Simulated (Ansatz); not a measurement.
Read the following structure.

```xyz
2
Lattice="2.6887 0.0000 0.0000 -1.3444 2.3285 0.0000 0.0000 0.0000 4.2536" Properties=species:S:1:pos:R:3 pbc="T T T"
Ru    0.0000    1.5523    3.1902
Ru    1.3444    0.7762    1.0634
```

### Interpret the file: composition, symmetry and coordination.

The element is ruthenium. The atoms follow space group P6_3/mmc (No. 194); the Bravais lattice is primitive hexagonal. The prototype is hexagonal close-packed (Mg type). The cell holds two atoms. Ru is linked to twelve Ru in an anticuboctahedral arrangement at 2.63 to 2.69 Å. The bonds build a three-dimensional framework.

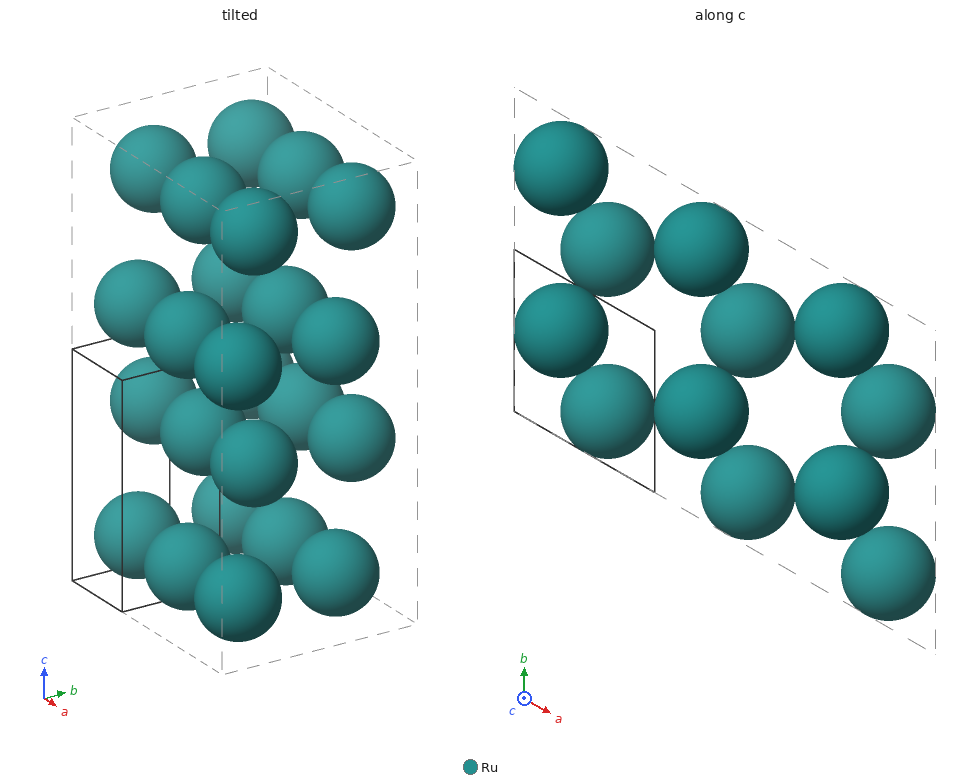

The image is a spheres-only drawing of a crystal, viewed slightly off an axis and along the c axis. Shown are 3×2×2 repeats of the conventional unit cell, one of them outlined in solid lines. Colours: ruthenium teal.

Its origin is the standard structure of this element. It was relaxed with DFT PBEsol, scalar-relativistic, plane waves, PAW (Ansatz 0.2.0).
